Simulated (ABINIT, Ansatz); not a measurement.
## SrTiO3 (Tausonite): third-order response

Wanted: vibrational spectra of SrTiO3 (Tausonite) from linear and non-linear response.

Main program and level: ABINIT 10.8.3; DFT LDA, scalar-relativistic, plane waves, PseudoDojo norm-conserving pseudopotentials.

**Measured values to reproduce.**

“Visible-Light-Driven AO7 Photocatalytic Degradation and Toxicity Removal at Bi-Doped SrTiO3” (2022, pmc:8999963) reports for SrTiO3, cubic perovskite, by powder XRD, cell refinement (undoped, solid-state synthesis, final heating at 1200 C): lattice constant a (cubic cell parameter a, x = 0) 0.39147 nm.

For SrTiO3, cubic perovskite (commercial Verneuil-grown single crystal), “High permittivity processed SrTiO3 for metamaterials applications at terahertz frequencies” (2018, pmc:6189093) gives, by THz time-domain spectroscopy: static dielectric constant (real relative permittivity at 0.2-0.9 THz, below the TO1 phonon) about 345 [measured at 0.2-0.9 THz, not the strict static limit; Verneuil-grown reference crystal].

## Step 1: The starting structure

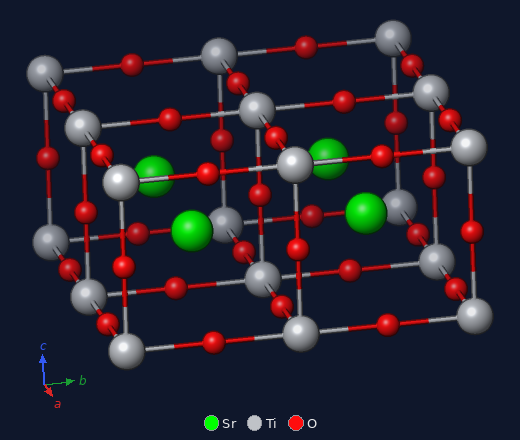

The cell as given, slightly off an axis (strontium green, titanium light grey, oxygen red). 2×2×1 cells are drawn. Some periodic images of atoms are drawn too.

## Step 2: A first look

A first run with smearing and empty bands tells whether the crystal has a gap, which decides between fixed occupations and smearing later on.

Contents of probe.abi:

```
# ground state
tolvrs 1.0d-08
prtden 1
prtwf 1

# basis, mesh and filling
ecut 38.0
ngkpt 6 6 6
nshiftk 1
shiftk 0.0 0.0 0.0
istwfk *1
occopt 7
tsmear 0.005
nband 29
nstep 100
diemac 9.0
prtebands 0
prtgsr 0

# cell and atoms
acell 7.37990964 7.37990964 7.37990964
rprim 
    1.0 0.0 0.0
    0.0 1.0 0.0
    0.0 0.0 1.0
ntypat 3
znucl 38 22 8
natom 5
typat 1 2 3 3 3
xred 
    0.5 0.5 0.5
    0.0 0.0 0.0
    0.5 0.0 0.0
    0.0 0.5 0.0
    0.0 0.0 0.5
pp_dirpath "./pseudo"
pseudos "Sr.upf, Ti.upf, O.upf"
```

Run with:

```sh
$ OMP_NUM_THREADS=1 mpirun -n 16 abinit probe.abi > probe.log
```

Numbers of over 12 decimals in the logs are rounded to 6 here.

probe.abo, the main output file:

```text
[banners, grids, parts of the stress and lines that vanish by symmetry left out]
- input  file    -> probe.abi
- output file    -> probe.abo
- root for input  files -> probei
[...]
Symmetries : space group Pm -3 m (#221); Bravais cP (primitive cubic)
[...]
mpw =        4632          nfft =       91125          nkpt =          20
[...]
== DATASET  1 ==================================================================
[...]
-    --> not optimal distribution: autoparal keyword recommended in input file <--
[...]
cutoff_energies: {ecut:  38.0, pawecutdg:  -1.0, }
[...]
ETOT  1  -142.92106194512    -1.429E+02 1.484E-01 1.860E+03
 ETOT  2  -133.40272184082     9.518E+00 1.412E-01 3.679E+04
 ETOT  3  -143.43805373118    -1.004E+01 3.332E-02 4.739E+02
 ETOT  4  -143.45340941427    -1.536E-02 4.720E-03 2.668E+02
 ETOT  5  -143.49573686641    -4.233E-02 2.471E-02 6.608E+01
[...]
ETOT 10  -143.50875432799    -8.018E-10 9.797E-03 4.481E-06
 ETOT 11  -143.50875432885    -8.640E-10 3.252E-03 2.707E-09
 At SCF step   11       vres2   =  2.71E-09 < tolvrs=  1.00E-08 =>converged.
[...]
sigma(1 1)=  2.72309590E-04  sigma(3 2)=  0.00000000E+00
  sigma(2 2)=  2.72309590E-04  sigma(3 1)=  0.00000000E+00
  sigma(3 3)=  2.72309590E-04  sigma(2 1)=  0.00000000E+00
[...]
convergence: {deltae: -8.640E-10, res2:  2.707E-09, residm:  3.252E-03, diffor: null, }
etotal    :  -1.43508754E+02
[...]
sigma(1 1)=  2.72309590E-04  sigma(3 2)=  0.00000000E+00
  sigma(2 2)=  2.72309590E-04  sigma(3 1)=  0.00000000E+00
  sigma(3 3)=  2.72309590E-04  sigma(2 1)=  0.00000000E+00
[...]
- sigma(1 1)=  8.01162472E+00  sigma(3 2)=  0.00000000E+00
- sigma(2 2)=  8.01162472E+00  sigma(3 1)=  0.00000000E+00
- sigma(3 3)=  8.01162472E+00  sigma(2 1)=  0.00000000E+00
[...]
fcart     -0.0000000000E+00 -0.0000000000E+00 -0.0000000000E+00
           strten      2.7230958953E-04  2.7230958953E-04  2.7230958953E-04
================================================================================

[key lines of the parts left out:]
pressure_GPa:  -8.0116E+00
```

Run time: 14 s. Hardware: 16 MPI ranks of Arm Neoverse V2, shared host.

Read from the output:

| Quantity | Value |
| --- | --- |
| volume per atom | 11.91 Å³ |
| pressure | -8.012 GPa |
| gap on the k-mesh | 1.808 eV |

A gap of 1.8 eV opens on this mesh, so the crystal is taken as an insulator; the printed pressure holds the stress of the finite basis too.

## Step 3: Relaxing the cell and atoms

The harmonic expansion needs vanishing forces, and a free crystal bears no stress, so cell and atoms are brought to rest. Stress is more sensitive to the basis than forces are: the last 3 Ha under the cutoff are smoothed with ecutsm, and the cutoff is raised above that of the later runs.

Contents of relax.abi:

```
# relaxation
ionmov 2
optcell 2
dilatmx 1.08
ntime 40
tolmxf 1.0d-05
tolvrs 1.0d-14
prtwf 0
prtden 0
chksymtnons 0

# basis, mesh and filling
ecut 47.0
ecutsm 3.0
ngkpt 6 6 6
nshiftk 1
shiftk 0.0 0.0 0.0
istwfk *1
occopt 1
nband 20
nstep 100
diemac 9.0
prtebands 0
prtgsr 0

# cell and atoms
acell 7.37990964 7.37990964 7.37990964
rprim 
    1.0 0.0 0.0
    0.0 1.0 0.0
    0.0 0.0 1.0
ntypat 3
znucl 38 22 8
natom 5
typat 1 2 3 3 3
xred 
    0.5 0.5 0.5
    0.0 0.0 0.0
    0.5 0.0 0.0
    0.0 0.5 0.0
    0.0 0.0 0.5
pp_dirpath "./pseudo"
pseudos "Sr.upf, Ti.upf, O.upf"
```

Run with:

```sh
$ OMP_NUM_THREADS=1 mpirun -n 16 abinit relax.abi > relax.log
```

relax.abo, the main output file:

```text
[banners, grids, parts of the stress and lines that vanish by symmetry left out]
- input  file    -> relax.abi
- output file    -> relax.abo
- root for input  files -> relaxi
[...]
Symmetries : space group Pm -3 m (#221); Bravais cP (primitive cubic)
[...]
mpw =        7856          nfft =      125000          nkpt =          20
[...]
== DATASET  1 ==================================================================
[...]
-    --> not optimal distribution: autoparal keyword recommended in input file <--
[...]
cutoff_energies: {ecut:  47.0, pawecutdg:  -1.0, }
[...]
ETOT  1  -142.93549311937    -1.429E+02 2.670E-01 1.854E+03
 ETOT  2  -140.55009393258     2.385E+00 1.428E-01 1.574E+04
 ETOT  3  -143.46018549049    -2.910E+00 5.517E-02 1.810E+02
 ETOT  4  -143.47676526194    -1.658E-02 6.027E-02 1.432E+02
 ETOT  5  -143.50339612307    -2.663E-02 2.648E-02 2.035E+01
[...]
At SCF step   40       vres2   =  1.08E-15 < tolvrs=  1.00E-14 =>converged.
[...]
sigma(1 1)=  2.57892077E-04  sigma(3 2)=  0.00000000E+00
  sigma(2 2)=  2.57892077E-04  sigma(3 1)=  0.00000000E+00
  sigma(3 3)=  2.57892077E-04  sigma(2 1)=  0.00000000E+00
[...]
convergence: {deltae: -1.251E-11, res2:  1.081E-15, residm:  8.961E-18, diffor: null, }
etotal    :  -1.43509142E+02
[...]
ETOT  1  -143.48617925545    -1.435E+02 1.840E-01 2.947E+02
[...]
At SCF step   28       vres2   =  1.84E-15 < tolvrs=  1.00E-14 =>converged.
[...]
sigma(1 1)=  1.17204402E-04  sigma(3 2)=  0.00000000E+00
  sigma(2 2)=  1.17204402E-04  sigma(3 1)=  0.00000000E+00
  sigma(3 3)=  1.17204402E-04  sigma(2 1)=  0.00000000E+00
[...]
convergence: {deltae:  9.379E-13, res2:  1.836E-15, residm:  3.861E-20, diffor: null, }
etotal    :  -1.43510892E+02
[...]
ETOT  1  -143.49602529779    -1.435E+02 4.797E-01 1.869E+02
[...]
At SCF step   33       vres2   =  8.92E-15 < tolvrs=  1.00E-14 =>converged.
[...]
sigma(1 1)= -7.08144506E-06  sigma(3 2)=  0.00000000E+00
  sigma(2 2)= -7.08144506E-06  sigma(3 1)=  0.00000000E+00
  sigma(3 3)= -7.08144506E-06  sigma(2 1)=  0.00000000E+00
[...]
convergence: {deltae:  3.382E-12, res2:  8.924E-15, residm:  4.474E-19, diffor: null, }
etotal    :  -1.43511301E+02
[...]
ETOT  1  -143.51125686931    -1.435E+02 4.870E-08 5.716E-01
[...]
At SCF step   23       vres2   =  5.54E-16 < tolvrs=  1.00E-14 =>converged.
[...]
sigma(1 1)=  1.71361005E-07  sigma(3 2)=  0.00000000E+00
  sigma(2 2)=  1.71361005E-07  sigma(3 1)=  0.00000000E+00
  sigma(3 3)=  1.71361005E-07  sigma(2 1)=  0.00000000E+00
[...]
convergence: {deltae: -5.741E-12, res2:  5.542E-16, residm:  1.931E-19, diffor: null, }
etotal    :  -1.43511302E+02
[...]
ETOT  1  -143.51130237464    -1.435E+02 7.263E-11 3.200E-04
[...]
ETOT 16  -143.51130240017    -3.723E-12 1.369E-19 1.448E-14
 ETOT 17  -143.51130240017     1.876E-12 4.986E-20 8.024E-17
 At SCF step   17       vres2   =  8.02E-17 < tolvrs=  1.00E-14 =>converged.
[...]
sigma(1 1)=  2.39893024E-10  sigma(3 2)=  0.00000000E+00
  sigma(2 2)=  2.39893020E-10  sigma(3 1)=  0.00000000E+00
  sigma(3 3)=  2.39893007E-10  sigma(2 1)=  0.00000000E+00
[...]
convergence: {deltae:  1.876E-12, res2:  8.024E-17, residm:  4.986E-20, diffor: null, }
etotal    :  -1.43511302E+02
[...]
At Broyd/MD step   5, gradients are converged :
[...]
sigma(1 1)=  2.39893024E-10  sigma(3 2)=  0.00000000E+00
  sigma(2 2)=  2.39893020E-10  sigma(3 1)=  0.00000000E+00
  sigma(3 3)=  2.39893007E-10  sigma(2 1)=  0.00000000E+00
[...]
- sigma(1 1)=  7.05789643E-06  sigma(3 2)=  0.00000000E+00
- sigma(2 2)=  7.05789633E-06  sigma(3 1)=  0.00000000E+00
- sigma(3 3)=  7.05789592E-06  sigma(2 1)=  0.00000000E+00
[...]
fcart     -0.0000000000E+00 -0.0000000000E+00 -0.0000000000E+00
           strten      2.3989302385E-10  2.3989302038E-10  2.3989300650E-10
================================================================================

[key lines of the parts left out:]
pressure_GPa:  -7.0579E-06
Total energy (etotal) [Ha]= -1.43511302400166E+02
```

Elapsed: 2.1 min, on 16 MPI ranks.

Relaxation path:

```csv
step,energy less that of the first step (eV),largest force (eV/Å),volume (Å³)
1,0.0000,0.0000,59.56
2,-0.0476,0.0000,58.19
3,-0.0588,0.0000,57.11
4,-0.0588,0.0000,57.17
5,-0.0588,0.0000,57.17
```

```csv
"conventional cell, symmetrised",before,after,change
a (Å),3.905,3.852,-1.4 %
b (Å),3.905,3.852,-1.4 %
c (Å),3.905,3.852,-1.4 %
volume (Å³/atom),11.91,11.43,-4.0 %
```

Final coordinates:

```cif
data_structure
_symmetry_space_group_name_H-M 'P 1'
_symmetry_Int_Tables_number 1
_cell_length_a 3.8523
_cell_length_b 3.8523
_cell_length_c 3.8523
_cell_angle_alpha 90.000
_cell_angle_beta 90.000
_cell_angle_gamma 90.000
_cell_volume 57.17
loop_
_atom_site_label
_atom_site_type_symbol
_atom_site_fract_x
_atom_site_fract_y
_atom_site_fract_z
_atom_site_occupancy
Sr1 Sr 0.50000 0.50000 0.50000 1
Ti2 Ti 0.00000 0.00000 0.00000 1
O3 O 0.50000 0.00000 0.00000 1
O4 O 0.00000 0.50000 0.00000 1
O5 O 0.00000 0.00000 0.50000 1
```

Read from the output:

```
volume per atom : 11.43 Å³
pressure        : -7.06e-6 GPa
```

The volume changes by -4.0 % in this run and stands -4.0 % from the first cell.

## Step 4: Ground state

The response is built on these wavefunctions, so the potential is converged far more tightly than an energy would need. The mesh is shifted off Γ, since shifted meshes converge sums over the zone faster.

Contents of gs.abi:

```
# ground state
tolvrs 1.0d-16
prtden 1
prtwf 1

# basis, mesh and filling
ecut 38.0
ngkpt 6 6 6
nshiftk 1
shiftk 0.5 0.5 0.5
istwfk *1
occopt 1
nband 20
nstep 100
diemac 9.0
prtebands 0
prtgsr 0

# cell and atoms
acell 7.279709234 7.279709234 7.279709234
rprim 
    1.0 0.0 0.0
    0.0 1.0 0.0
    0.0 0.0 1.0
ntypat 3
znucl 38 22 8
natom 5
typat 1 2 3 3 3
xred 
    0.5 0.5 0.5
    0.0 0.0 0.0
    0.5 0.0 0.0
    0.0 0.5 0.0
    0.0 0.0 0.5
pp_dirpath "./pseudo"
pseudos "Sr.upf, Ti.upf, O.upf"
```

Run with:

```sh
$ OMP_NUM_THREADS=1 mpirun -n 16 abinit gs.abi > gs.log
```

gs.abo, the main output file:

```text
[banners, grids, parts of the stress and lines that vanish by symmetry left out]
- input  file    -> gs.abi
- output file    -> gs.abo
- root for input  files -> gsi
[...]
Symmetries : space group Pm -3 m (#221); Bravais cP (primitive cubic)
[...]
mpw =        4327          nfft =       91125          nkpt =          10
[...]
== DATASET  1 ==================================================================
[...]
-    --> not optimal distribution: autoparal keyword recommended in input file <--
[...]
cutoff_energies: {ecut:  38.0, pawecutdg:  -1.0, }
[...]
ETOT  1  -142.97717108999    -1.430E+02 2.671E-01 1.445E+03
 ETOT  2  -140.67769684823     2.299E+00 3.580E-02 1.099E+04
 ETOT  3  -143.46551847123    -2.788E+00 4.510E-02 1.685E+02
 ETOT  4  -143.48453641611    -1.902E-02 1.274E-02 1.090E+02
 ETOT  5  -143.50805761505    -2.352E-02 1.044E-03 1.538E+01
[...]
ETOT 33  -143.51095080549    -2.899E-12 2.087E-17 7.403E-16
 ETOT 34  -143.51095080549     4.746E-12 6.853E-18 3.284E-17
 At SCF step   34       vres2   =  3.28E-17 < tolvrs=  1.00E-16 =>converged.
[...]
sigma(1 1)=  1.56389401E-05  sigma(3 2)=  0.00000000E+00
  sigma(2 2)=  1.56389401E-05  sigma(3 1)=  0.00000000E+00
  sigma(3 3)=  1.56389401E-05  sigma(2 1)=  0.00000000E+00
[...]
convergence: {deltae:  4.746E-12, res2:  3.284E-17, residm:  6.853E-18, diffor: null, }
etotal    :  -1.43510951E+02
[...]
sigma(1 1)=  1.56389401E-05  sigma(3 2)=  0.00000000E+00
  sigma(2 2)=  1.56389401E-05  sigma(3 1)=  0.00000000E+00
  sigma(3 3)=  1.56389401E-05  sigma(2 1)=  0.00000000E+00
[...]
- sigma(1 1)=  4.60113503E-01  sigma(3 2)=  0.00000000E+00
- sigma(2 2)=  4.60113503E-01  sigma(3 1)=  0.00000000E+00
- sigma(3 3)=  4.60113503E-01  sigma(2 1)=  0.00000000E+00
[...]
fcart     -0.0000000000E+00 -0.0000000000E+00 -0.0000000000E+00
           strten      1.5638940109E-05  1.5638940109E-05  1.5638940109E-05
================================================================================

[key lines of the parts left out:]
pressure_GPa:  -4.6011E-01
```

Elapsed: 13 s, on 16 MPI ranks; 3.5 min of CPU time.

Numbers from this step:

* pressure: -0.4601 GPa

The cell stands at -0.46 GPa: the relaxation ran with a smoothed and higher cutoff and on another k mesh.

## Step 5: The gap at rest

Empty bands on the ground state's density check that the gap assumed so far is there in this cell.

Contents of gap.abi:

```
# empty bands on the ground state's density
iscf -2
getden_filepath "gso_DEN"
tolwfr 1.0d-12
nbdbuf 2
prtwf 0

# basis, mesh and filling
ecut 38.0
ngkpt 6 6 6
nshiftk 1
shiftk 0.0 0.0 0.0
istwfk *1
occopt 1
nband 24
nstep 100
diemac 9.0
prtebands 0
prtgsr 0

# cell and atoms
acell 7.279709234 7.279709234 7.279709234
rprim 
    1.0 0.0 0.0
    0.0 1.0 0.0
    0.0 0.0 1.0
ntypat 3
znucl 38 22 8
natom 5
typat 1 2 3 3 3
xred 
    0.5 0.5 0.5
    0.0 0.0 0.0
    0.5 0.0 0.0
    0.0 0.5 0.0
    0.0 0.0 0.5
pp_dirpath "./pseudo"
pseudos "Sr.upf, Ti.upf, O.upf"
```

Run with:

```sh
$ OMP_NUM_THREADS=1 mpirun -n 16 abinit gap.abi > gap.log
```

gap.abo, the main output file:

```text
[banners, grids, parts of the stress and lines that vanish by symmetry left out]
- input  file    -> gap.abi
- output file    -> gap.abo
- root for input  files -> gapi
[...]
Symmetries : space group Pm -3 m (#221); Bravais cP (primitive cubic)
[...]
mpw =        4385          nfft =       91125          nkpt =          20
[...]
== DATASET  1 ==================================================================
[...]
-    --> not optimal distribution: autoparal keyword recommended in input file <--
[...]
cutoff_energies: {ecut:  38.0, pawecutdg:  -1.0, }
[...]
-outvars: echo values of variables after computation
            acell      7.2797092340E+00  7.2797092340E+00  7.2797092340E+00 Bohr
================================================================================
```

Wall time 10 s (16 MPI ranks).

Numbers from this step:

- gap on the k-mesh: 1.881 eV

In this cell the gap on the mesh is 1.9 eV, indirect (smallest direct 2.2 eV), so fixed occupations hold.

[end of part 1 of 4]

[Host names and launcher messages were left out of these logs when they were recorded.]

[Logs are printed without paths, hosts, clocks, repeated set-up lines and the standing remarks that a program may print on its own settings, such as how far it seeks lower states.]

[Hosts, paths, dates, database ids (printed as entryN), source tags and the programs' standing remarks are cut or masked in the printed files.]
